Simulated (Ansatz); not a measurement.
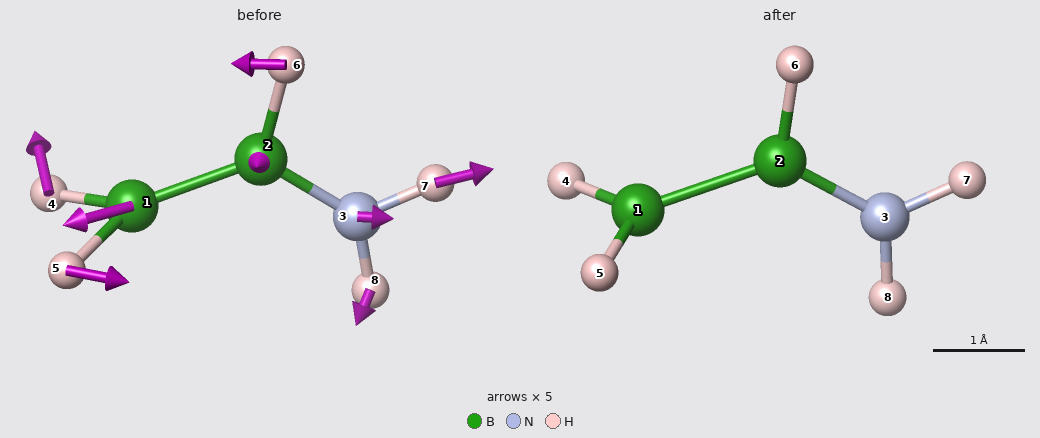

The structure of B2NH5 before (left) and after (right) a relaxation, at one scale. The purple arrows give the displacements, magnified 5 times.

Style: ball-and-stick. Shown at a tilt.

Level of theory: Ansatz 0.2.0, RKS PBE0-D4/pcseg-2.

The input:
```yaml
crystal:
  periodic: [false, false, false]
  atoms:
    - {symbol: B, position_ang: [-0.836353, 0.568324, -0.754572]}
    - {symbol: B, position_ang: [0.430482, 0.231912, 0.019981]}
    - {symbol: N, position_ang: [0.667862, -0.882222, 0.662384]}
    - {symbol: H, position_ang: [-1.177785, 0.585649, -1.853252]}
    - {symbol: H, position_ang: [-1.982306, 1.170654, -0.342469]}
    - {symbol: H, position_ang: [1.298120, 1.109822, 0.253330]}
    - {symbol: H, position_ang: [1.464374, -0.995822, 1.166874]}
    - {symbol: H, position_ang: [0.207160, -1.705823, 0.735350]}
basis:
  gaussian: {orbitals: pcseg-2}
hamiltonian: {xc: pbe0, dispersion: d4}
relax: {f_tol: 0.05, max_steps: 5, max_displacement: 0.2}
```

Launched with:
```bash
ansatz run in.yaml --threads 2 --pin off --events-out ev --progress --plain --max-ram 3481MiB
```

> Summarise the run.

The relaxation stopped without meeting its thresholds, so the last structure isn't shown to be converged. It used up its limit of 5 steps. H4 moves most after the best rigid fit: 0.18 Å. By element the largest moves are H 0.18 Å, B 0.17 Å, N 0.08 Å. Some distances before and after: B1–H5 1.359 → 1.203 Å, B1–B2 1.522 → 1.667 Å, B2–N3 1.308 → 1.393 Å, N3–H7 0.950 → 1.006 Å. Bond angles that change, for instance: H4–B1–H5 91.9° → 115.7°, B2–B1–H4 137.4° → 124.5°, B2–B1–H5 130.2° → 119.6°. The energy falls by 115.0 kJ/mol in 3 accepted moves (4 points after the start). Largest force component: 5.2 eV/Å at the start, 0.1 eV/Å at the end. The line search rejected the trial step at point 3 of the run. The run took 7.5 s on 2 threads of Arm Neoverse V2 (shared host).
